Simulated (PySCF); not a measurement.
Geometry relaxation of SiH3Cl3 (part 2 of 3)

The same run, continued: SiH3Cl3; RKS PBE0-D4/def2-TZVP, density fitting (PySCF 2.14.0). The geometry is a transition state displaced along its imaginary mode. The reaction was set up to form Si1–H7 and Cl2–H6 and to break Si1–Cl2 and H6–H7 (atoms counted from 1 in the order of the input); sticks are drawn by distance alone.

Geometry of the input (Å):
```
Si -0.4720  0.2664  -0.2336
Cl 1.4555  -1.2634  0.9728
Cl -0.5373  -1.2187  -1.6700
Cl -1.5814  -0.0849  1.4237
H  -1.0660  1.3731  -0.9359
H  1.3778  -0.0448  0.4696
H  0.8233  0.9724  -0.0267
```

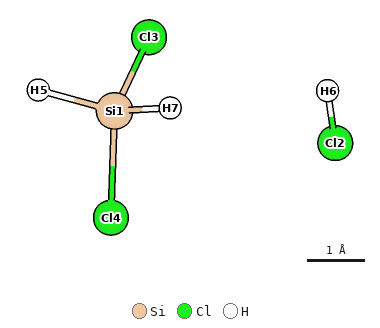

Fig. 1: The geometry at step 28 of the log (ball-and-stick view, seen at an oblique angle; atoms are numbered from 1 in the order of the input).

Trajectory as extended XYZ, continued:
```
7
Properties=species:S:1:pos:R:3:forces:R:3 step=12 energy=-45483.10982
Si   -0.7107    0.5469   -0.4910   -0.1475   0.0444   0.0050
Cl    1.9332   -1.6272    1.4769    0.0142  -0.0429   0.0239
Cl   -0.6833   -1.0604   -1.7341    0.0123  -0.0433  -0.0423
Cl   -1.7753    0.1312    1.1924    0.0107   0.0046   0.0058
H    -1.3454    1.6850   -1.1848    0.0210  -0.0199   0.0009
H     1.9095   -0.5218    0.8331    0.0139   0.0038   0.0000
H     0.6781    0.8511   -0.0997    0.0757   0.0533   0.0064
7
Properties=species:S:1:pos:R:3:forces:R:3 step=13 energy=-45483.11130
Si   -0.7154    0.5627   -0.5079    0.1136   0.1567   0.1035
Cl    1.9374   -1.6711    1.5107    0.0060  -0.0052   0.0008
Cl   -0.6881   -1.0438   -1.7436   -0.0001  -0.1229  -0.1099
Cl   -1.7948    0.1599    1.1667   -0.0248  -0.0006   0.0358
H    -1.3241    1.7101   -1.2087    0.0042  -0.0216  -0.0002
H     1.9114   -0.5636    0.8686    0.0079  -0.0208   0.0133
H     0.6833    0.8513   -0.0986   -0.1066   0.0144  -0.0435
7
Properties=species:S:1:pos:R:3:forces:R:3 step=14 energy=-45483.11411
Si   -0.7232    0.5664   -0.5259   -0.0051   0.0691   0.0239
Cl    1.9537   -1.6828    1.5544   -0.0031   0.0107  -0.0089
Cl   -0.6620   -1.0581   -1.7467   -0.0136  -0.0478  -0.0188
Cl   -1.8119    0.1866    1.1505   -0.0035  -0.0203  -0.0062
H    -1.3435    1.6918   -1.2512    0.0045  -0.0147  -0.0020
H     1.9397   -0.5746    0.9133    0.0080  -0.0234   0.0141
H     0.6622    0.8762   -0.1132    0.0133   0.0263  -0.0019
7
Properties=species:S:1:pos:R:3:forces:R:3 step=15 energy=-45483.11505
Si   -0.7263    0.5771   -0.5366   -0.0486  -0.0439  -0.0122
Cl    1.9666   -1.6982    1.5809   -0.0080   0.0015  -0.0038
Cl   -0.6545   -1.0611   -1.7463    0.0069   0.0231   0.0187
Cl   -1.8264    0.1867    1.1316    0.0150   0.0070  -0.0131
H    -1.3525    1.6893   -1.2756    0.0018   0.0013   0.0022
H     1.9629   -0.5894    0.9421    0.0078  -0.0072   0.0038
H     0.6532    0.9004   -0.1176    0.0255   0.0181   0.0045
7
Properties=species:S:1:pos:R:3:forces:R:3 step=16 energy=-45483.11529
Si   -0.7285    0.5794   -0.5412   -0.0249  -0.0291  -0.0174
Cl    1.9702   -1.7059    1.5917   -0.0098  -0.0004  -0.0030
Cl   -0.6483   -1.0628   -1.7449    0.0043   0.0198   0.0196
Cl   -1.8275    0.1932    1.1278    0.0060   0.0000  -0.0031
H    -1.3579    1.6865   -1.2850   -0.0015   0.0007  -0.0002
H     1.9723   -0.5974    0.9527    0.0075  -0.0024   0.0009
H     0.6497    0.9108   -0.1225    0.0188   0.0114   0.0034
7
Properties=species:S:1:pos:R:3:forces:R:3 step=17 energy=-45483.11566
Si   -0.7322    0.5827   -0.5452   -0.0024  -0.0061  -0.0033
Cl    1.9749   -1.7155    1.6007   -0.0119   0.0073  -0.0077
Cl   -0.6370   -1.0651   -1.7386    0.0029   0.0039   0.0101
Cl   -1.8209    0.1958    1.1303    0.0037  -0.0029  -0.0017
H    -1.3766    1.6780   -1.2936   -0.0048   0.0012  -0.0022
H     1.9934   -0.6071    0.9617    0.0074  -0.0062   0.0029
H     0.6442    0.9334   -0.1336    0.0054   0.0029   0.0021
7
Properties=species:S:1:pos:R:3:forces:R:3 step=18 energy=-45483.11621
Si   -0.7394    0.5845   -0.5451    0.0215   0.0171  -0.0038
Cl    1.9762   -1.7187    1.5989   -0.0127   0.0243  -0.0174
Cl   -0.6185   -1.0713   -1.7246    0.0010  -0.0015   0.0045
Cl   -1.8026    0.1885    1.1442   -0.0026  -0.0047   0.0050
H    -1.4157    1.6591   -1.2965   -0.0012  -0.0092   0.0022
H     2.0247   -0.6106    0.9602    0.0075  -0.0201   0.0106
H     0.6338    0.9700   -0.1504   -0.0132  -0.0058  -0.0011
7
Properties=species:S:1:pos:R:3:forces:R:3 step=19 energy=-45483.11679
Si   -0.7455    0.5834   -0.5405    0.0349   0.0311   0.0017
Cl    1.9678   -1.7121    1.5851   -0.0108   0.0388  -0.0250
Cl   -0.5985   -1.0769   -1.7107   -0.0002  -0.0016   0.0016
Cl   -1.7826    0.1731    1.1620   -0.0004  -0.0013  -0.0007
H    -1.4546    1.6378   -1.2919    0.0052  -0.0195   0.0094
H     2.0476   -0.6052    0.9467    0.0073  -0.0339   0.0182
H     0.6238    1.0030   -0.1625   -0.0359  -0.0134  -0.0052
7
Properties=species:S:1:pos:R:3:forces:R:3 step=20 energy=-45483.11750
Si   -0.7485    0.5790   -0.5317    0.0402   0.0251  -0.0044
Cl    1.9455   -1.6944    1.5611   -0.0065   0.0430  -0.0258
Cl   -0.5726   -1.0832   -1.6960   -0.0018   0.0027   0.0006
Cl   -1.7632    0.1519    1.1798   -0.0047   0.0014   0.0030
H    -1.4877    1.6129   -1.2826    0.0068  -0.0186   0.0108
H     2.0606   -0.5903    0.9228    0.0079  -0.0396   0.0212
H     0.6142    1.0310   -0.1668   -0.0419  -0.0137  -0.0054
7
Properties=species:S:1:pos:R:3:forces:R:3 step=21 energy=-45483.11802
Si   -0.7476    0.5734   -0.5231    0.0141  -0.0055  -0.0021
Cl    1.9186   -1.6726    1.5379   -0.0027   0.0303  -0.0165
Cl   -0.5470   -1.0876   -1.6856   -0.0012   0.0052   0.0001
Cl   -1.7530    0.1328    1.1903   -0.0077   0.0024   0.0040
H    -1.5054    1.5917   -1.2745   -0.0016   0.0001  -0.0003
H     2.0666   -0.5732    0.8992    0.0107  -0.0300   0.0154
H     0.6062    1.0477   -0.1609   -0.0116  -0.0021  -0.0006
7
Properties=species:S:1:pos:R:3:forces:R:3 step=22 energy=-45483.11833
Si   -0.7511    0.5724   -0.5217   -0.0109  -0.0142  -0.0123
Cl    1.9112   -1.6637    1.5338    0.0037   0.0612  -0.0332
Cl   -0.5257   -1.0907   -1.6786   -0.0008   0.0227   0.0107
Cl   -1.7513    0.1222    1.1931   -0.0015   0.0053  -0.0049
H    -1.5268    1.5752   -1.2776    0.0104  -0.0103   0.0080
H     2.0905   -0.5681    0.8945    0.0063  -0.0607   0.0327
H     0.5943    1.0700   -0.1609   -0.0071  -0.0036  -0.0010
7
Properties=species:S:1:pos:R:3:forces:R:3 step=23 energy=-45483.11912
Si   -0.7574    0.5719   -0.5199   -0.0804  -0.0407  -0.0135
Cl    1.9039   -1.6498    1.5325    0.0080   0.0725  -0.0385
Cl   -0.4966   -1.0906   -1.6707    0.0070   0.0202   0.0130
Cl   -1.7633    0.1097    1.1896    0.0072   0.0071  -0.0154
H    -1.5487    1.5536   -1.2861    0.0068   0.0027   0.0053
H     2.1406   -0.5674    0.8886    0.0029  -0.0712   0.0382
H     0.5714    1.0977   -0.1519    0.0484   0.0097   0.0109
7
Properties=species:S:1:pos:R:3:forces:R:3 step=24 energy=-45483.12024
Si   -0.7695    0.5720   -0.5199   -0.0913  -0.0543  -0.0044
Cl    1.9072   -1.6378    1.5383    0.0064   0.0657  -0.0336
Cl   -0.4673   -1.0876   -1.6664    0.0055   0.0323   0.0224
Cl   -1.7861    0.0954    1.1802    0.0148   0.0038  -0.0240
H    -1.5721    1.5371   -1.2943   -0.0004   0.0074  -0.0062
H     2.2003   -0.5749    0.8862    0.0025  -0.0623   0.0320
H     0.5436    1.1250   -0.1396    0.0623   0.0074   0.0139
7
Properties=species:S:1:pos:R:3:forces:R:3 step=25 energy=-45483.12221
Si   -0.7957    0.5730   -0.5138   -0.0846   0.0025   0.0305
Cl    1.9227   -1.6240    1.5404    0.0017   0.0582  -0.0294
Cl   -0.4550   -1.0747   -1.6584    0.0204  -0.0579  -0.0261
Cl   -1.8316    0.0832    1.1700    0.0070  -0.0055  -0.0101
H    -1.5977    1.5251   -1.3009   -0.0332   0.0375  -0.0203
H     2.3039   -0.6032    0.8678    0.0009  -0.0515   0.0246
H     0.5018    1.1451   -0.1165    0.0874   0.0165   0.0309
7
Properties=species:S:1:pos:R:3:forces:R:3 step=26 energy=-45483.12426
Si   -0.8204    0.5683   -0.5090    0.0174  -0.0251   0.0043
Cl    1.9229   -1.5884    1.5435    0.0654   0.1871  -0.1185
Cl   -0.3999   -1.0687   -1.6532   -0.0120   0.0313   0.0329
Cl   -1.8834    0.0466    1.1480    0.0092  -0.0193  -0.0107
H    -1.6334    1.5001   -1.3100   -0.0242   0.0209  -0.0287
H     2.3930   -0.6143    0.8482   -0.0651  -0.1792   0.1144
H     0.4546    1.1773   -0.0790    0.0093  -0.0158   0.0064
7
Properties=species:S:1:pos:R:3:forces:R:3 step=27 energy=-45483.10188
Si   -0.8554    0.5498   -0.5021    0.5465  -0.1138  -0.0267
Cl    1.9383   -1.4898    1.5524   -0.3938  -0.6325   0.5840
Cl   -0.3118   -1.0758   -1.6546   -0.2024   0.3747   0.2430
Cl   -1.9995   -0.0059    1.0849   -0.0186  -0.0729  -0.0047
H    -1.6381    1.4999   -1.3167    0.0264  -0.0603  -0.0585
H     2.4415   -0.6305    0.7941    0.3917   0.6339  -0.5831
H     0.4120    1.1550    0.0223   -0.3496  -0.1290  -0.1539
7
Properties=species:S:1:pos:R:3:forces:R:3 step=28 energy=-45483.12686
Si   -0.8717    0.5544   -0.4852    0.2376  -0.0142   0.0311
Cl    1.9435   -1.4814    1.5264    0.1323   0.2209  -0.1807
Cl   -0.3478   -1.0612   -1.6298   -0.0818   0.1290   0.0708
Cl   -1.9919   -0.0184    1.1165    0.0034  -0.0283  -0.0154
H    -1.6768    1.4831   -1.3033    0.0162  -0.0316  -0.0205
H     2.5464   -0.6541    0.7433   -0.1361  -0.2161   0.1816
H     0.3818    1.1792    0.0135   -0.1714  -0.0597  -0.0669
7
Properties=species:S:1:pos:R:3:forces:R:3 step=29 energy=-45483.11888
Si   -0.8263    0.5694   -0.4803   -0.3245   0.1181   0.1001
Cl    1.9546   -1.5774    1.4890   -0.0763  -0.1081   0.0924
Cl   -0.5121   -1.0502   -1.6466    0.1035  -0.3048  -0.2261
Cl   -1.8566    0.0269    1.1931    0.0197   0.0539  -0.0029
H    -1.6333    1.5318   -1.2543   -0.0186   0.0395   0.0409
H     2.4052   -0.6261    0.7718    0.0772   0.1138  -0.0984
H     0.4677    1.1297   -0.0872    0.2184   0.0872   0.0939
7
Properties=species:S:1:pos:R:3:forces:R:3 step=30 energy=-45483.12706
Si   -0.8383    0.5598   -0.4748   -0.0264   0.0618   0.0492
Cl    1.9368   -1.5311    1.4845   -0.0720  -0.0895   0.0921
Cl   -0.4435   -1.0546   -1.6451    0.0238  -0.1010  -0.0884
Cl   -1.8929    0.0027    1.1743   -0.0162  -0.0010   0.0253
H    -1.6476    1.5158   -1.2526   -0.0215   0.0146  -0.0103
H     2.4400   -0.6268    0.7409    0.0753   0.0923  -0.0931
H     0.4448    1.1441   -0.0442    0.0368   0.0225   0.0251
7
Properties=species:S:1:pos:R:3:forces:R:3 step=31 energy=-45483.12443
Si   -0.8702    0.5524   -0.4616    0.2371  -0.1271   0.0403
Cl    1.9447   -1.4534    1.4879    0.1873   0.2765  -0.2430
Cl   -0.3244   -1.0255   -1.6636   -0.1180   0.2469   0.1843
Cl   -1.9859   -0.0841    1.1275    0.0844   0.0056  -0.1199
H    -1.6919    1.4880   -1.2539    0.0112  -0.0256  -0.0206
H     2.5665   -0.6491    0.6904   -0.1882  -0.2748   0.2462
H     0.3747    1.1876    0.0541   -0.2137  -0.1012  -0.0873
7
Properties=species:S:1:pos:R:3:forces:R:3 step=32 energy=-45483.13051
Si   -0.8596    0.5550   -0.4630    0.0684   0.0019   0.0112
Cl    1.9520   -1.4865    1.4765    0.0018   0.0405  -0.0128
Cl   -0.3964   -1.0387   -1.6528   -0.0231   0.0388   0.0165
Cl   -1.9359   -0.0460    1.1587    0.0043  -0.0082  -0.0106
H    -1.6798    1.5021   -1.2443    0.0079  -0.0176   0.0006
H     2.5172   -0.6396    0.7008   -0.0012  -0.0381   0.0130
H     0.4051    1.1635    0.0057   -0.0579  -0.0173  -0.0180
7
Properties=species:S:1:pos:R:3:forces:R:3 step=33 energy=-45483.13182
Si   -0.8742    0.5515   -0.4492    0.0644   0.0192   0.0397
Cl    1.9669   -1.4643    1.4536    0.0164   0.0577  -0.0312
Cl   -0.4096   -1.0280   -1.6535   -0.0134   0.0042  -0.0178
Cl   -1.9509   -0.0714    1.1639    0.0004  -0.0046  -0.0035
H    -1.6937    1.5074   -1.2189   -0.0048  -0.0119  -0.0091
H     2.5552   -0.6508    0.6581   -0.0171  -0.0566   0.0321
H     0.3890    1.1552    0.0262   -0.0457  -0.0080  -0.0103
7
Properties=species:S:1:pos:R:3:forces:R:3 step=34 energy=-45483.13370
Si   -0.8931    0.5474   -0.4251    0.0007  -0.0087   0.0233
Cl    1.9968   -1.4210    1.4286    0.0781   0.1250  -0.1137
Cl   -0.4137   -0.9951   -1.6722    0.0037   0.0022  -0.0022
Cl   -1.9924   -0.1267    1.1543    0.0281   0.0067  -0.0233
H    -1.7088    1.5152   -1.1834   -0.0079   0.0046   0.0018
H     2.6250   -0.6726    0.5942   -0.0825  -0.1263   0.1141
H     0.3582    1.1447    0.0821   -0.0199  -0.0031   0.0002
7
Properties=species:S:1:pos:R:3:forces:R:3 step=35 energy=-45483.13483
Si   -0.8983    0.5480   -0.4110   -0.0558  -0.0457   0.0378
Cl    2.0122   -1.4062    1.4059    0.0365   0.0728  -0.0593
Cl   -0.4127   -0.9680   -1.6903    0.0043   0.0275   0.0179
Cl   -1.9881   -0.1706    1.1600    0.0636   0.0353  -0.0729
H    -1.7260    1.5232   -1.1486   -0.0004  -0.0099   0.0142
H     2.6429   -0.6792    0.5588   -0.0412  -0.0751   0.0591
H     0.3475    1.1480    0.1042   -0.0068  -0.0048   0.0034
7
Properties=species:S:1:pos:R:3:forces:R:3 step=36 energy=-45483.13659
Si   -0.9037    0.5473   -0.3891   -0.0785   0.0610  -0.1046
Cl    2.0322   -1.3711    1.3756    0.0116   0.0373  -0.0209
Cl   -0.4077   -0.9450   -1.6928    0.0130   0.0265   0.0153
Cl   -1.9588   -0.2049    1.1803   -0.0193  -0.0214   0.0354
H    -1.7626    1.5166   -1.1113    0.0775  -0.0736   0.0687
H     2.6703   -0.6969    0.4937   -0.0156  -0.0415   0.0220
H     0.3344    1.1611    0.1255    0.0114   0.0115  -0.0157
7
Properties=species:S:1:pos:R:3:forces:R:3 step=37 energy=-45483.13844
Si   -0.9088    0.5494   -0.3698   -0.0338  -0.0016  -0.0721
Cl    2.0360   -1.3491    1.3500    0.0534   0.0704  -0.0738
Cl   -0.3951   -0.9083   -1.7106   -0.0099   0.0695   0.0526
Cl   -1.9469   -0.2549    1.1885    0.0032  -0.0019  -0.0093
H    -1.7800    1.5247   -1.0642    0.0450  -0.0618   0.0442
H     2.6831   -0.7218    0.4372   -0.0561  -0.0772   0.0761
H     0.3239    1.1684    0.1531   -0.0019   0.0022  -0.0176
7
Properties=species:S:1:pos:R:3:forces:R:3 step=38 energy=-45483.13838
Si   -0.8908    0.5654   -0.3542    0.2629  -0.2402   0.0628
Cl    1.9917   -1.3557    1.3507   -0.1027  -0.0820   0.1699
Cl   -0.3387   -0.8263   -1.7594   -0.0638   0.1397   0.1393
Cl   -1.9003   -0.3237    1.1796    0.0300   0.0217  -0.0686
H    -1.7720    1.5414   -0.9951   -0.1789   0.1294  -0.1176
H     2.6118   -0.7952    0.3909    0.1061   0.0717  -0.1695
H     0.3350    1.1973    0.1792   -0.0535  -0.0405  -0.0166
7
Properties=species:S:1:pos:R:3:forces:R:3 step=39 energy=-45483.14019
Si   -0.9053    0.5756   -0.3374    0.1838  -0.1329   0.1147
Cl    2.0236   -1.3293    1.3426    0.2335   0.1862  -0.3739
Cl   -0.3377   -0.7913   -1.7549   -0.0502   0.0963   0.0717
Cl   -1.8679   -0.3602    1.2028    0.0519   0.0552  -0.0931
H    -1.8334    1.5359   -0.9522   -0.0819   0.0369  -0.0664
H     2.6560   -0.8630    0.3136   -0.2350  -0.1922   0.3709
H     0.3164    1.2333    0.1806   -0.1020  -0.0495  -0.0242
7
Properties=species:S:1:pos:R:3:forces:R:3 step=40 energy=-45483.13927
Si   -0.9043    0.5728   -0.3546   -0.1672   0.2023   0.0795
Cl    2.0421   -1.3659    1.3302   -0.0183   0.0078   0.0260
Cl   -0.3868   -0.8559   -1.7060    0.0349  -0.0930  -0.1339
Cl   -1.8401   -0.2833    1.2439    0.0230   0.0300  -0.0220
H    -1.8620    1.5143   -0.9984    0.1743  -0.1449   0.0882
H     2.6713   -0.8073    0.3679    0.0171  -0.0082  -0.0287
H     0.3318    1.2379    0.1081   -0.0642   0.0057  -0.0091
7
Properties=species:S:1:pos:R:3:forces:R:3 step=41 energy=-45483.14291
Si   -0.8936    0.5717   -0.3422    0.0349  -0.0375  -0.1100
Cl    2.0209   -1.3507    1.3386   -0.0263  -0.0050   0.0442
Cl   -0.3560   -0.8159   -1.7462    0.0047   0.0284   0.0483
Cl   -1.8809   -0.3100    1.1995   -0.0406  -0.0602   0.0732
H    -1.8066    1.5283   -0.9900   -0.0355   0.0526  -0.0186
H     2.6509   -0.8288    0.3571    0.0246  -0.0011  -0.0462
H     0.3263    1.2136    0.1755    0.0382   0.0226   0.0087
7
Properties=species:S:1:pos:R:3:forces:R:3 step=42 energy=-45483.14433
Si   -0.8974    0.5839   -0.3251    0.0799  -0.1814   0.0226
Cl    2.0196   -1.3483    1.3178    0.0385   0.0439  -0.0557
Cl   -0.3271   -0.7547   -1.7745   -0.0585   0.1315   0.1427
Cl   -1.8343   -0.3832    1.2140    0.0687   0.0710  -0.1296
H    -1.8460    1.5361   -0.9271   -0.0530   0.0127  -0.0277
H     2.6412   -0.8833    0.2980   -0.0375  -0.0486   0.0509
H     0.3146    1.2530    0.1898   -0.0378  -0.0291  -0.0035
7
Properties=species:S:1:pos:R:3:forces:R:3 step=43 energy=-45483.14511
Si   -0.8984    0.5887   -0.3352    0.1247   0.0083   0.1172
Cl    2.0202   -1.3489    1.3378    0.1290   0.1082  -0.2099
Cl   -0.3287   -0.7701   -1.7478    0.0073  -0.0112  -0.0386
Cl   -1.8249   -0.3540    1.2165    0.0009   0.0127  -0.0108
H    -1.8554    1.5247   -0.9479   -0.0466   0.0307  -0.0400
H     2.6405   -0.9097    0.2984   -0.1292  -0.1105   0.2049
H     0.3154    1.2710    0.1671   -0.0860  -0.0384  -0.0232
```
